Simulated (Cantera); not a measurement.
Input: 1 mol TiO2, 0.37 mol H2, at 13.3 mbar.

Cantera equilibrium calculation (NASA polynomials, part measured and part estimated; ideal gas, pure solids and liquids). Candidate condensed phases: H2O, Ti, TiO, TiO2, Ti2O3, Ti3O5, Ti4O7; 12 gas species. Mutual solubility and eutectic melting of coexisting phases are not modelled. Condensed phases not in the tables: Magnéli phases beyond Ti4O7. Equilibrium is a limit: real reactors are often held back by kinetics, nucleation or transport.

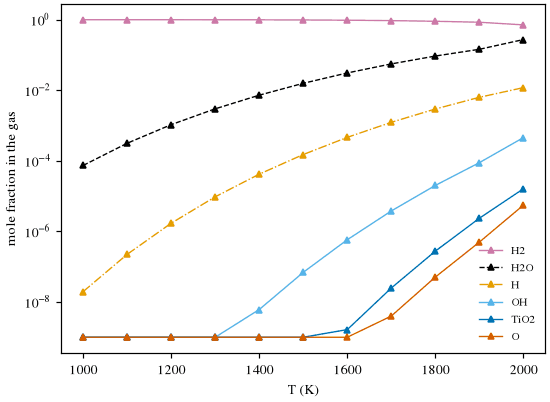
Equilibrium gas composition (values under 1e-9 drawn at 1e-9)

From 1000 K to 1900 K the condensed part is TiO2(rutile) + Ti4O7(s). At 2000 K the condensed part is TiO2(rutile) + Ti4O7(l).
